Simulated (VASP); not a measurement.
Band structure of Te$_{2}$W (relaxed from the cotunnite structure, space group Pnma). Level of theory: PBEsol GGA, VASP's PBE PAW potentials (set 64) (plane waves; VASP).

Unless said otherwise, spin-orbit coupling is left out, though it shifts the bands of the heavy elements here.

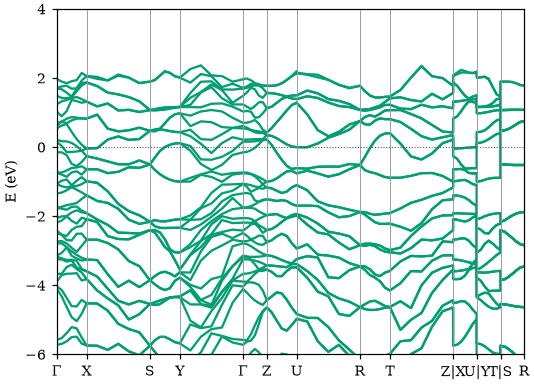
Bands along high-symmetry lines, zero at the valence-band maximum or, without a gap, the Fermi level

Read the plot: is there a gap, and where are the band edges?

It has no gap at this level: it comes out as a metal or semimetal. (Edges off the drawn lines would not show.)

The structure was generated: Te2W was put into the cotunnite type (Pnma), which need not be its known phase. It was relaxed first, which changed the volume by -26 %.
